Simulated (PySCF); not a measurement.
# C₆H₆B₂F₂: a tour of settings, part 2 of 2

PySCF 2.14.0. Atoms count from 0. Earlier steps stand in the parts before.

## (4) Nuclear shieldings: PBE0/def2-SVP

The job: settings as JSON, then the geometry in Å.

```
{"job": {"kind": "nmr", "xc": "PBE0", "basis": "def2-SVP", "pop": false, "scf": {"guess": "atom", "conv": 1e-07}}, "charge": 0, "multiplicity": 1}
B      0.155187     2.221272     0.198354
C     -0.260025     0.715090     0.065359
C     -1.571268     0.250582     0.037592
C     -1.848017    -1.099873    -0.081288
C     -0.817937    -2.026541    -0.176230
C      0.492036    -1.594516    -0.151117
C      0.785113    -0.232143    -0.031169
B      2.175402     0.411757     0.014336
F      2.192872     1.749645     0.136574
F      3.368239    -0.140687    -0.046404
H      0.167760     2.715494     1.257783
H      0.149320     2.897138    -0.755342
H     -2.383612     0.959261     0.111386
H     -2.874733    -1.436395    -0.099863
H     -1.043012    -3.078716    -0.268158
H      1.305076    -2.302424    -0.223224
```

Method: GIAO PBE0/def2-SVP NMR shielding, non-relativistic, gas phase.

What it wrote:

```text
final grid: 145104 points
cycle   1  E = -480.5808050971  dE =  2.837e+00  |g| = 9.976e-01  |ddm| = 5.641e+00
cycle   2  E = -480.5222996252  dE =  5.851e-02  |g| = 1.137e+00  |ddm| = 2.525e+00
cycle   3  E = -480.8482306048  dE = -3.259e-01  |g| = 1.180e-01  |ddm| = 1.523e+00
cycle   4  E = -480.8511078047  dE = -2.877e-03  |g| = 5.290e-02  |ddm| = 2.115e-01
cycle   5  E = -480.8516679149  dE = -5.601e-04  |g| = 2.412e-02  |ddm| = 8.279e-02
cycle   6  E = -480.8518289177  dE = -1.610e-04  |g| = 5.124e-03  |ddm| = 3.248e-02
cycle   7  E = -480.8518352628  dE = -6.345e-06  |g| = 1.615e-03  |ddm| = 6.805e-03
cycle   8  E = -480.8518358131  dE = -5.504e-07  |g| = 2.146e-04  |ddm| = 1.551e-03
cycle   9  E = -480.8518358201  dE = -6.948e-09  |g| = 1.230e-04  |ddm| = 2.939e-04
converged SCF energy = -480.8518358201

GIAO shielding tensors (ppm)
atom      isotropic    diamagn.    paramagn.     s11        s22        s33       span
  0 B       51.734     200.525    -148.791     -0.256     15.734    139.725    139.981
  1 C       33.567     252.162    -218.594    -58.007    -29.023    187.732    245.739
  2 C       74.891     251.827    -176.936    -25.159     52.952    196.881    222.040
  3 C       63.952     250.833    -186.882    -40.291     40.380    191.766    232.057
  4 C       72.850     251.007    -178.157    -27.492     53.926    192.116    219.608
  5 C       62.010     251.633    -189.623    -47.049     40.608    192.470    239.520
  6 C       77.690     252.325    -174.635     -8.828     42.542    199.356    208.184
  7 B       85.342     207.821    -122.479     69.854     85.214    100.957     31.103
  8 F      289.134     466.393    -177.259    158.707    340.097    368.597    209.890
  9 F      287.521     460.176    -172.655    133.758    318.648    410.157    276.399
 10 H       24.424      31.131      -6.706     18.117     25.464     29.692     11.575
 11 H       24.426      31.131      -6.705     18.111     25.469     29.697     11.586
 12 H       24.521      31.872      -7.350     20.938     24.316     28.309      7.372
 13 H       24.123      30.041      -5.918     21.099     23.849     27.422      6.323
 14 H       24.484      30.083      -5.600     21.185     24.713     27.552      6.367
 15 H       23.872      32.033      -8.161     20.379     22.810     28.426      8.047
```

Wall time 41 s (1 thread of Intel Xeon at 2.70GHz, shared host); peak memory 0.84 GiB.

This run: δ C1 162.6, C5 134.1, C3 132.2, C4 123.3, H15 7.93, H13 7.68 ppm.

## (5) Excited states and response: KT2/def2-SVPD

Settings changed since step 4:

```diff
@@ -1,2 +1,2 @@
-{"job": {"kind": "nmr", "xc": "PBE0", "basis": "def2-SVP", "pop": false, "scf": {"guess": "atom", "conv": 1e-07}}, "charge": 0, "multiplicity": 1}
+{"job": {"kind": "uv", "xc": "KT2", "basis": "def2-SVPD", "nstates": 6, "ntriplets": 5, "tda": false}, "charge": 0, "multiplicity": 1}
 B      0.155187     2.221272     0.198354
```

Level: TDDFT KT2/def2-SVPD, vertical, gas phase, core orbitals frozen in the response.

What it wrote:

```text
coarse grid: 14584 points
cycle   1  E = -488.9569496120  dE =  1.288e+00  |g| = 7.874e-01  |ddm| = 2.097e+01
cycle   2  E = -488.7336024757  dE =  2.233e-01  |g| = 1.386e+00  |ddm| = 6.526e+00
cycle   3  E = -489.0793431716  dE = -3.457e-01  |g| = 1.344e-01  |ddm| = 3.093e+00
cycle   4  E = -489.0828346095  dE = -3.491e-03  |g| = 6.697e-02  |ddm| = 8.765e-01
cycle   5  E = -489.0838984577  dE = -1.064e-03  |g| = 2.500e-02  |ddm| = 3.395e-01
cycle   6  E = -489.0840587746  dE = -1.603e-04  |g| = 1.029e-02  |ddm| = 1.071e-01
cycle   7  E = -489.0840906397  dE = -3.187e-05  |g| = 1.814e-03  |ddm| = 4.239e-02
cycle   8  E = -489.0840915059  dE = -8.662e-07  |g| = 3.729e-04  |ddm| = 8.743e-03
final grid: 145104 points
cycle   9  E = -489.1570974666  dE = -4.787e-05  |g| = 3.900e-02  |ddm| = 1.639e+00
cycle  10  E = -489.1563913182  dE =  7.061e-04  |g| = 7.398e-02  |ddm| = 2.729e-01
cycle  11  E = -489.1573687522  dE = -9.774e-04  |g| = 2.789e-03  |ddm| = 1.558e-01
cycle  12  E = -489.1573702252  dE = -1.473e-06  |g| = 1.391e-03  |ddm| = 1.496e-02
cycle  13  E = -489.1573706664  dE = -4.413e-07  |g| = 3.551e-04  |ddm| = 5.173e-03
cycle  14  E = -489.1573707006  dE = -3.413e-08  |g| = 1.571e-04  |ddm| = 1.960e-03
cycle  15  E = -489.1573707066  dE = -6.093e-09  |g| = 3.154e-05  |ddm| = 4.190e-04
cycle  16  E = -489.1573707068  dE = -1.883e-10  |g| = 8.636e-06  |ddm| = 1.086e-04
converged SCF energy = -489.1573707068

Static polarisability (au): isotropic 98.425, principal 60.959 109.259 125.059

Singlet excitations
state   eV       nm        f      main configurations
  1   4.3976    281.9   0.03968   H->L 0.89
  2   4.6485    266.7   0.00004   H->L+1 1.00
  3   5.0990    243.2   0.00050   H-1->L+1 1.00
  4   5.2646    235.5   0.09500   H-1->L 0.78, H->L+2 0.17
  5   5.4512    227.4   0.00089   H-2->L 0.99
  6   6.0002    206.6   0.08578   H-4->L 0.45, H->L+2 0.24, H-1->L+2 0.15

Triplet excitations (Tamm-Dancoff, eV): 3.6710 3.8501 4.4110 4.5250 5.0526
```

It took 99 s on 1 thread of Intel Xeon at 2.70GHz, shared host; peak memory 0.87 GiB.

In short: HOMO -6.43 eV, LUMO -2.48 eV; lowest singlet 4.40 eV.

## (6) NMR shieldings: HCTH407/6-31G in chloroform

Settings changed since step 5:

```diff
@@ -1,2 +1,2 @@
-{"job": {"kind": "uv", "xc": "KT2", "basis": "def2-SVPD", "nstates": 6, "ntriplets": 5, "tda": false}, "charge": 0, "multiplicity": 1}
+{"job": {"kind": "nmr", "xc": "HCTH407", "basis": "6-31G", "solvent": "chloroform", "pop": false, "scf": {"guess": "vsap"}}, "charge": 0, "multiplicity": 1}
 B      0.155187     2.221272     0.198354
```

Method: GIAO HCTH407/6-31G NMR shielding, non-relativistic, IEF-PCM chloroform.

What it wrote:

```text
final grid: 145104 points
cycle   1  E = -478.4830392220  dE =  1.829e+00  |g| = 2.961e+00  |ddm| = 1.201e+01
cycle   2  E = -458.5993642031  dE =  1.988e+01  |g| = 7.903e+00  |ddm| = 1.702e+01
cycle   3  E = -480.8359487429  dE = -2.224e+01  |g| = 1.678e+00  |ddm| = 1.275e+01
cycle   4  E = -481.3224615161  dE = -4.865e-01  |g| = 1.078e+00  |ddm| = 2.660e+00
cycle   5  E = -481.5252436134  dE = -2.028e-01  |g| = 2.934e-01  |ddm| = 9.048e-01
cycle   6  E = -481.5447764446  dE = -1.953e-02  |g| = 1.006e-01  |ddm| = 3.754e-01
cycle   7  E = -481.5464481019  dE = -1.672e-03  |g| = 4.849e-02  |ddm| = 1.344e-01
cycle   8  E = -481.5470126611  dE = -5.646e-04  |g| = 1.321e-02  |ddm| = 5.696e-02
cycle   9  E = -481.5470607291  dE = -4.807e-05  |g| = 3.369e-03  |ddm| = 1.995e-02
cycle  10  E = -481.5470630073  dE = -2.278e-06  |g| = 2.228e-03  |ddm| = 6.580e-03
cycle  11  E = -481.5470643799  dE = -1.373e-06  |g| = 2.725e-04  |ddm| = 2.780e-03
cycle  12  E = -481.5470644018  dE = -2.185e-08  |g| = 5.513e-05  |ddm| = 3.857e-04
cycle  13  E = -481.5470644015  dE =  2.429e-10  |g| = 6.581e-05  |ddm| = 1.238e-04
cycle  14  E = -481.5470644025  dE = -9.884e-10  |g| = 4.446e-06  |ddm| = 6.900e-05
converged SCF energy = -481.5470644025

GIAO shielding tensors (ppm)
atom      isotropic    diamagn.    paramagn.     s11        s22        s33       span
  0 B       58.942     199.069    -140.127     10.100     27.356    139.370    129.270
  1 C       45.898     256.608    -210.710    -32.779    -12.510    182.982    215.760
  2 C       82.933     259.080    -176.147     -6.031     61.906    192.925    198.956
  3 C       73.365     258.230    -184.865    -19.464     50.336    189.224    208.688
  4 C       80.173     258.700    -178.526     -9.998     61.372    189.145    199.143
  5 C       72.002     259.353    -187.351    -23.952     50.953    189.006    212.958
  6 C       85.262     258.335    -173.073     10.299     52.613    192.874    182.575
  7 B       87.552     202.728    -115.176     72.945     87.301    102.411     29.467
  8 F      268.644     474.986    -206.341    130.510    317.576    357.847    227.338
  9 F      268.134     469.478    -201.344    106.807    294.667    402.928    296.120
 10 H       25.439      31.469      -6.031     19.110     26.187     31.019     11.908
 11 H       25.439      31.469      -6.031     19.105     26.191     31.020     11.916
 12 H       25.583      30.698      -5.115     22.248     25.970     28.533      6.285
 13 H       25.237      28.971      -3.734     22.562     25.604     27.546      4.984
 14 H       25.504      28.890      -3.387     22.678     26.221     27.611      4.933
 15 H       25.059      30.738      -5.678     21.920     24.675     28.583      6.664
```

Wall time 22 s (1 thread of Intel Xeon at 2.70GHz, shared host); peak memory 0.76 GiB.

Key values: σ C1 45.9, C5 72.0, C3 73.4, C4 80.2, H15 25.06, H13 25.24 ppm.

## (7) Comparing the runs: NMR shifts

Isotropic shieldings (ppm) of some atoms, chosen among heavy atoms and hydrogens apart, with basis size and wall time:

```tsv
run	C1	C5	C3	C4	C2	H15	H13	functions	time
PBE0/pcSseg-1	14.7	45.5	47.0	56.3	59.2	23.54	23.80	200	75 s
PBE0/def2-SVP	33.6	62.0	64.0	72.8	74.9	23.87	24.12	170	41 s
HCTH407/6-31G in chloroform	45.9	72.0	73.4	80.2	82.9	25.06	25.24	102	22 s
```

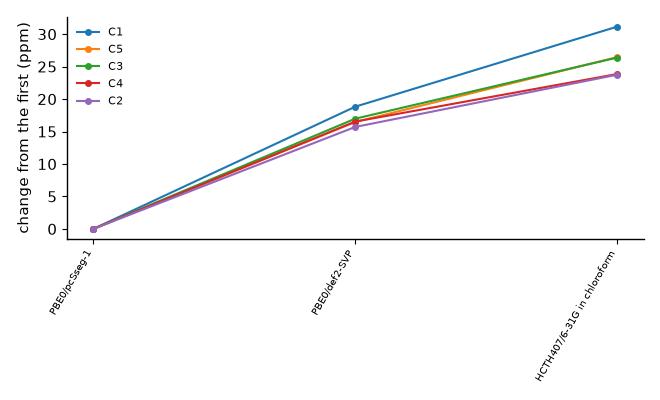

How five of the tabulated atoms move from run to run.

## (8) Side by side: electronic excitations

Excitations and ground-state properties, with basis size and wall time:

```tsv
run	lowest singlet (eV)	brightest (eV)	f	gap (eV)	α (Å³)	μ (D)	functions	time
WP04/6-31G in water	4.73	6.87	0.507	4.88	14.81	3.30	102	32 s
KT2/def2-SVPD	4.40	5.26	0.095	3.95	14.59	2.08	254	99 s
```

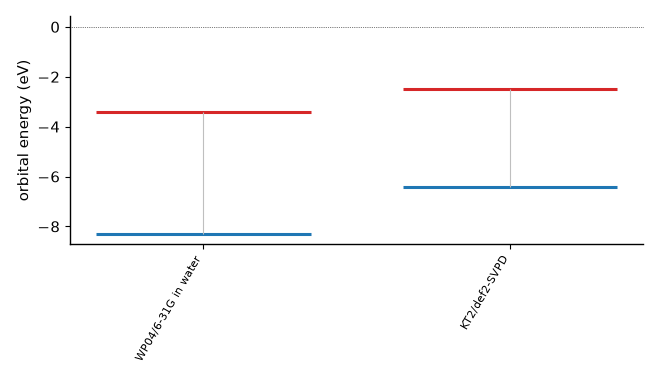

HOMO (blue) and LUMO (red) run by run.

## (9) Summary of results

This closing draws on all 2 parts.

```
                                                                 quantity                                         value
                                   13C shifts against TMS (PBE0/pcSseg-1)  172.2, 141.4, 140.0, 130.6, 127.7, 124.4 ppm
   1H shifts against TMS (PBE0/pcSseg-1, means over atoms taken as alike)              8.18, 7.92, 7.60, 7.48, 7.32 ppm
                              11B shifts against BF3·OEt2 (PBE0/pcSseg-1)                                62.2, 25.5 ppm
19F shifts against CFCl3 (PBE0/pcSseg-1, means over atoms taken as alike)                                    -100.4 ppm
                                    surface potential, 1st and 99th percentile                            -0.57 V and 1.56 V
                                              lowest singlet (WP04/6-31G)                   4.73 eV (262 nm), f = 0.062
                                 brightest single state of those computed                   state 8, 6.87 eV, f = 0.507
                                                           lowest triplet                                       3.78 eV
                                             range of the shielding of C1                              14.7 to 45.9 ppm
                                              range of the lowest singlet                               4.40 to 4.73 eV
```

**Reading.** Single values in the summary come from the first run of each kind that ended normally (PBE0/pcSseg-1; WP04/6-31G), which need not be the best level. NICS(1)zz of -28 ppm above the planar ring from C1 marks a diatropic (aromatic) ring current. At PBE0/pcSseg-1, counted by nearest atom on the grid, the HOMO lies on C1, C4 about 23 % each; C2 15 %, the LUMO on B7 24 %; C3 17 %. The lowest singlet, at 4.73 eV, is HOMO→LUMO 0.83, HOMO−1→LUMO+2 0.14 and is bright; of the 25 states computed, the strongest absorption comes from states 16 to 17 together at 8.14 eV. The lowest triplet lies 0.95 eV below the lowest singlet. The basis of WP04/6-31G has no diffuse functions, so Rydberg states are missing and the high states are unreliable. In ppm, C1 moves most: its shielding spreads over 31.2 ppm, from 14.7 (PBE0/pcSseg-1) to 45.9 (HCTH407/6-31G in chloroform). The lowest singlet runs from 4.40 eV (KT2/def2-SVPD) to 4.73 eV (WP04/6-31G in water), while the orbital gap spans 3.95 to 4.88 eV. The lowest state need not be the same one in every run. The runs solved for a few states only, so the brightest column depends on that window.
